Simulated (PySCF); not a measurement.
# BiF3: forces at shaken geometries

Aim: move all atoms of relaxed BiF3 at random and read energies and forces. The species was built from a template and needn't be a known compound.

Method: TPSS, Bi def2-SVP with ECP60, F def2-SVP; scalar-relativistic core potentials, no spin–orbit coupling; program: PySCF 2.14.0.

4 further runs of the same task are left out: 2 for a known fault of the program, 1 that didn't finish, 1 set aside as unsound or not needed.

### 1 Where the work starts

4 atoms, charge 0, spin multiplicity 1.

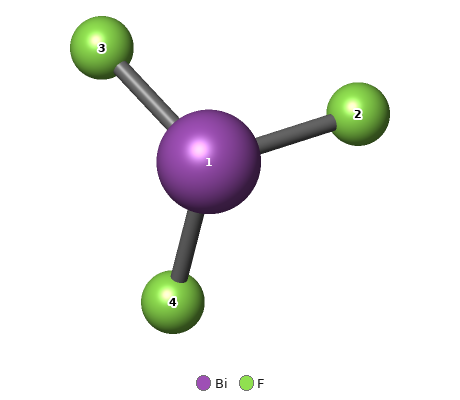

The geometry (bismuth purple, fluorine green); atoms are numbered from 1 in the order of the file.

As a file:

```
Bi    0.0000    0.0000    0.4006
F     1.7675    0.0000   -0.6127
F    -0.8838    1.5307   -0.6127
F    -0.8838   -1.5307   -0.6127
```

Formal oxidation states: Bi +3. An earlier session relaxed this geometry at TPSS, Bi def2-SVP with ECP60, F def2-SVP (singlet, point group C3v).

Its energy there is -513.944770 Eh.

### 2 Atoms moved at random, σ = 0.03 Å

Contents of run.py (the lines that set the calculation):

```python
mol = gto.M(atom='''
Bi    -0.00676    -0.01905     0.42037
F      1.78013     0.00011    -0.63686
F     -0.89209     1.54604    -0.58939
F     -0.88128    -1.52710    -0.63176''',
    basis={'Bi': 'def2-SVP', 'F': 'def2-SVP'},
    ecp={'Bi': 'def2-SVP'},
    charge=0, spin=0)
mf = dft.RKS(mol, xc='TPSS')
mf.grids.atom_grid = (50, 194)
mf = mf.density_fit()  # fitting sets: Bi def2-universal-JKFIT, F def2-universal-JKFIT
mf.conv_tol = 1e-08; mf.max_cycle = 55
mf.kernel(dm0)  # dm0: the density of the relaxed state
```

Started as:

```
> OMP_NUM_THREADS=2 python run.py
```

The log of the run:

```text
init E= -513.927815408916
  HOMO = -0.304282214857603  LUMO = -0.0921845515005827  gap/eV = 5.77147
cycle= 1 E= -513.943719793063  delta_E= -0.0159  |g|= 0.0231  |ddm|= 0.0883
  HOMO = -0.297596454296205  LUMO = -0.0872273655160524  gap/eV = 5.72443
cycle= 2 E= -513.943020343743  delta_E= 0.000699  |g|= 0.0635  |ddm|= 0.0794
  HOMO = -0.299561897411841  LUMO = -0.0877291087512289  gap/eV = 5.76426
cycle= 3 E= -513.943852914935  delta_E= -0.000833  |g|= 0.00541  |ddm|= 0.0508
  HOMO = -0.299712756764015  LUMO = -0.087867403377688  gap/eV = 5.76461
cycle= 4 E= -513.94385929526  delta_E= -6.38e-06  |g|= 0.00169  |ddm|= 0.00844
  HOMO = -0.299777746649156  LUMO = -0.0878814913543168  gap/eV = 5.76599
cycle= 5 E= -513.94385958148  delta_E= -2.86e-07  |g|= 0.0011  |ddm|= 0.002
  HOMO = -0.299762525175569  LUMO = -0.0878867187785119  gap/eV = 5.76543
cycle= 6 E= -513.94385982634  delta_E= -2.45e-07  |g|= 0.000128  |ddm|= 0.000941
  HOMO = -0.299756702006769  LUMO = -0.0878904583510758  gap/eV = 5.76517
cycle= 7 E= -513.943859828371  delta_E= -2.03e-09  |g|= 8.69e-05  |ddm|= 0.000164
  HOMO = -0.299774827603526  LUMO = -0.0878916596854811  gap/eV = 5.76563
Extra cycle  E= -513.943859819917  delta_E= 8.45e-09  |g|= 0.000225  |ddm|= 0.000234
converged SCF energy = -513.943859819917
```

It took 2 s on 2 threads of Arm Neoverse V2, shared host.

It gives: E = -513.943860 Eh (+0.025 eV from the relaxed state), HOMO -8.16 eV, LUMO -2.39 eV, Mulliken charge on Bi1 +1.25 e, largest force component 0.787 eV/Å. 

| atom | Fx | Fy | Fz (eV/Å) |
| --- | --- | --- | --- |
| Bi1 | 0.489 | 0.401 | -0.787 |
| F2 | -0.656 | -0.001 | 0.430 |
| F3 | 0.190 | -0.402 | 0.309 |
| F4 | -0.023 | 0.002 | 0.049 |

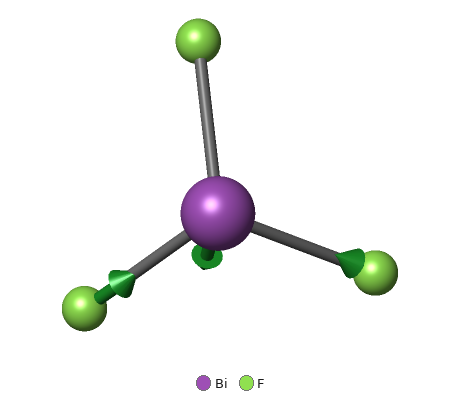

Forces as arrows, the longest for the largest force.

### 3 Atoms moved at random, σ = 0.1 Å

Edit run.py (the lines that set the calculation) of step 2 so:

```diff
@@ -1,6 +1,6 @@
 mol = gto.M(atom='''
-Bi    -0.00676    -0.01905     0.42037
-F      1.78013     0.00011    -0.63686
-F     -0.89209     1.54604    -0.58939
-F     -0.88128    -1.52710    -0.63176''',
+Bi     0.05435     0.01864     0.53553
+F      1.76471     0.01766    -0.66321
+F     -0.95055     1.64091    -0.61151
+F     -0.86851    -1.67721    -0.69845''',
     basis={'Bi': 'def2-SVP', 'F': 'def2-SVP'},
```

Started as:

```
> OMP_NUM_THREADS=2 python run.py
```

The log of the run:

```text
init E= -513.812304404745
  HOMO = -0.335152086952528  LUMO = -0.167686456040626  gap/eV = 4.55697
cycle= 1 E= -513.906699514978  delta_E= -0.0944  |g|= 0.152  |ddm|= 0.502
  HOMO = -0.239013483860068  LUMO = -0.120832697959485  gap/eV = 3.21586
cycle= 2 E= -513.857782382608  delta_E= 0.0489  |g|= 0.502  |ddm|= 0.574
  HOMO = -0.284504564716806  LUMO = -0.126042630580779  gap/eV = 4.31197
cycle= 3 E= -513.911292964072  delta_E= -0.0535  |g|= 0.084  |ddm|= 0.424
  HOMO = -0.277448282655969  LUMO = -0.127464303680764  gap/eV = 4.08127
cycle= 4 E= -513.911889392102  delta_E= -0.000596  |g|= 0.0678  |ddm|= 0.12
  HOMO = -0.282508568209126  LUMO = -0.128463204162793  gap/eV = 4.19179
cycle= 5 E= -513.912818215754  delta_E= -0.000929  |g|= 0.00985  |ddm|= 0.0569
  HOMO = -0.282366841952217  LUMO = -0.128366692127899  gap/eV = 4.19056
cycle= 6 E= -513.912822384121  delta_E= -4.17e-06  |g|= 0.00863  |ddm|= 0.0134
  HOMO = -0.282385628847463  LUMO = -0.128471204837539  gap/eV = 4.18822
cycle= 7 E= -513.91283786232  delta_E= -1.55e-05  |g|= 0.00115  |ddm|= 0.00708
  HOMO = -0.282517069369377  LUMO = -0.128483081854735  gap/eV = 4.19148
cycle= 8 E= -513.91283818763  delta_E= -3.25e-07  |g|= 0.000128  |ddm|= 0.00107
  HOMO = -0.282526259308137  LUMO = -0.128483173366927  gap/eV = 4.19173
cycle= 9 E= -513.912838191568  delta_E= -3.94e-09  |g|= 9.99e-06  |ddm|= 0.000131
  HOMO = -0.282527883462397  LUMO = -0.128483578992033  gap/eV = 4.19176
Extra cycle  E= -513.912838191485  delta_E= 8.34e-11  |g|= 2.28e-05  |ddm|= 3.77e-05
converged SCF energy = -513.912838191485
```

Run time: 2.1 s. Hardware: 2 threads of Arm Neoverse V2, shared host.

Read off: E = -513.912838 Eh (+0.869 eV from the relaxed state), HOMO -7.69 eV, LUMO -3.50 eV, Mulliken charge on Bi1 +1.22 e, largest force component 4.334 eV/Å. 

| atom | Fx | Fy | Fz (eV/Å) |
| --- | --- | --- | --- |
| Bi1 | -1.506 | -0.382 | -4.334 |
| F2 | -0.863 | 0.065 | 0.852 |
| F3 | 1.212 | -1.882 | 1.605 |
| F4 | 1.157 | 2.199 | 1.877 |

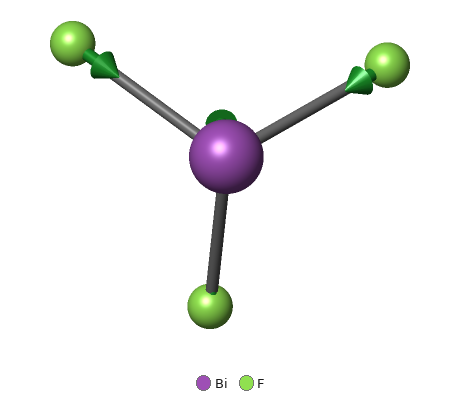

Forces as arrows, the longest for the largest force.

### 4 Atoms moved at random, σ = 0.03 Å

Edit run.py (the lines that set the calculation) of step 3 so:

```diff
@@ -1,6 +1,6 @@
 mol = gto.M(atom='''
-Bi     0.05435     0.01864     0.53553
-F      1.76471     0.01766    -0.66321
-F     -0.95055     1.64091    -0.61151
-F     -0.86851    -1.67721    -0.69845''',
+Bi    -0.00023     0.00783     0.40001
+F      1.73518     0.01840    -0.59223
+F     -0.87614     1.49168    -0.60195
+F     -0.85881    -1.51792    -0.64347''',
     basis={'Bi': 'def2-SVP', 'F': 'def2-SVP'},
```

Started as:

```
> OMP_NUM_THREADS=2 python run.py
```

The log of the run:

```text
init E= -513.967176366658
  HOMO = -0.293430712845356  LUMO = -0.07198884332035  gap/eV = 6.02574
cycle= 1 E= -513.942935240451  delta_E= 0.0242  |g|= 0.0324  |ddm|= 0.12
  HOMO = -0.298010966770728  LUMO = -0.0767945218255563  gap/eV = 6.01961
cycle= 2 E= -513.9419317089  delta_E= 0.001  |g|= 0.0786  |ddm|= 0.113
  HOMO = -0.299389753388009  LUMO = -0.0772216178990038  gap/eV = 6.04550
cycle= 3 E= -513.943205268775  delta_E= -0.00127  |g|= 0.0107  |ddm|= 0.0675
  HOMO = -0.298804375055193  LUMO = -0.0769276802310517  gap/eV = 6.03757
cycle= 4 E= -513.943228875416  delta_E= -2.36e-05  |g|= 0.00289  |ddm|= 0.0149
  HOMO = -0.298995694036448  LUMO = -0.0769361556145362  gap/eV = 6.04255
cycle= 5 E= -513.943230301401  delta_E= -1.43e-06  |g|= 0.000938  |ddm|= 0.00266
  HOMO = -0.29895326344885  LUMO = -0.0769410170818369  gap/eV = 6.04126
cycle= 6 E= -513.943230462129  delta_E= -1.61e-07  |g|= 9.2e-05  |ddm|= 0.000826
  HOMO = -0.298947298010203  LUMO = -0.0769337596354986  gap/eV = 6.04130
cycle= 7 E= -513.94323046242  delta_E= -2.91e-10  |g|= 9.05e-05  |ddm|= 0.000149
  HOMO = -0.298946352579245  LUMO = -0.0769324375661948  gap/eV = 6.04131
Extra cycle  E= -513.94323045161  delta_E= 1.08e-08  |g|= 0.000254  |ddm|= 0.000258
converged SCF energy = -513.94323045161
```

It took 2 s on 2 threads of Arm Neoverse V2, shared host.

It gives: E = -513.943230 Eh (+0.042 eV from the relaxed state), HOMO -8.13 eV, LUMO -2.09 eV, Mulliken charge on Bi1 +1.25 e, largest force component 0.986 eV/Å. 

| atom | Fx | Fy | Fz (eV/Å) |
| --- | --- | --- | --- |
| Bi1 | -0.312 | -0.845 | 0.986 |
| F2 | 0.783 | 0.037 | -0.464 |
| F3 | -0.451 | 0.813 | -0.543 |
| F4 | -0.021 | -0.005 | 0.021 |

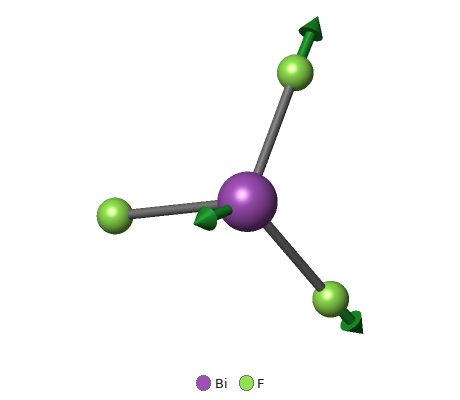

Forces as arrows, the longest for the largest force.

### 5 Results

| σ (Å) | energy rise (eV) | harmonic estimate −½ F·u (eV) | largest force component (eV/Å) |
| --- | --- | --- | --- |
| 0.03 | 0.025 | 0.023 | 0.79 |
| 0.1 | 0.869 | 0.733 | 4.33 |
| 0.03 | 0.042 | 0.042 | 0.99 |

Every displacement raises the energy. For a harmonic well the rise equals −½ F·u; the two differ by at most 16 % here (a move with σ = 0.1 Å), from anharmonicity, the grid and the small forces left at the relaxed point. The bases are small and lack diffuse functions. Spin–orbit coupling is left out.
